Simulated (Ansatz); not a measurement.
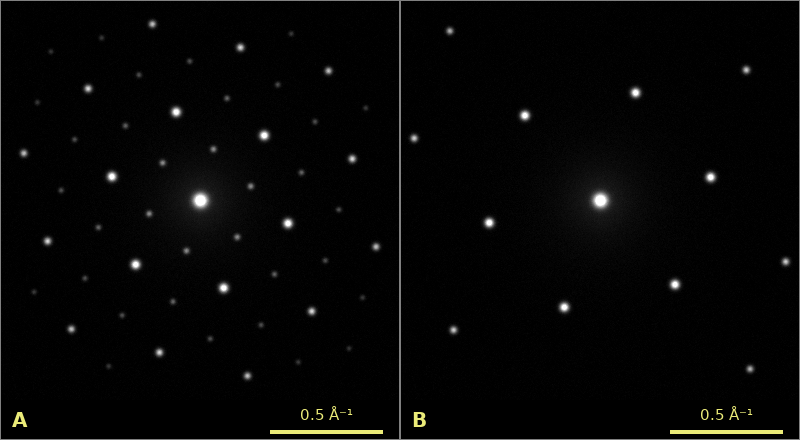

Kinematic electron diffraction patterns (300 kV, B = 0.5 Å², same scale, each along a low-index zone) of two structures of composition Se3S2, each relaxed at zero pressure with Ansatz 0.2.0, DFT PBE, scalar-relativistic, plane waves, PAW.

The structures (standard cells):
1. P6/mmm (No. 191), a = 4.879 Å, c = 5.159 Å (hexagonal axes), 5 atoms; generated start, possibly hypothetical
2. R-3m (No. 166), a = 3.932 Å, c = 22.959 Å (hexagonal axes), 15 atoms; generated start, possibly hypothetical

**Which pattern belongs to which structure, and along which zone?**

A is structure 1 along [001]: hexagonal net of 1 -1 0 at d = 4.23 Å and 1 0 0 at d = 4.23 Å, 60.0° apart (some points of this net are extinct or too weak to see). B is structure 2 along [001]: hexagonal net of 2 -1 0 at d = 1.97 Å and 1 1 0 at d = 1.97 Å, 60.0° apart.

**Which structure lies lowest at this level of theory, and by how much?**

Structure 2 (R-3m, 20.50 Å³ an atom) is the lowest of these; structure 1 (P6/mmm, 21.27 Å³ an atom) lies about 260 meV an atom higher. These are static energies at 0 K; other structures, not shown, may lie lower still.
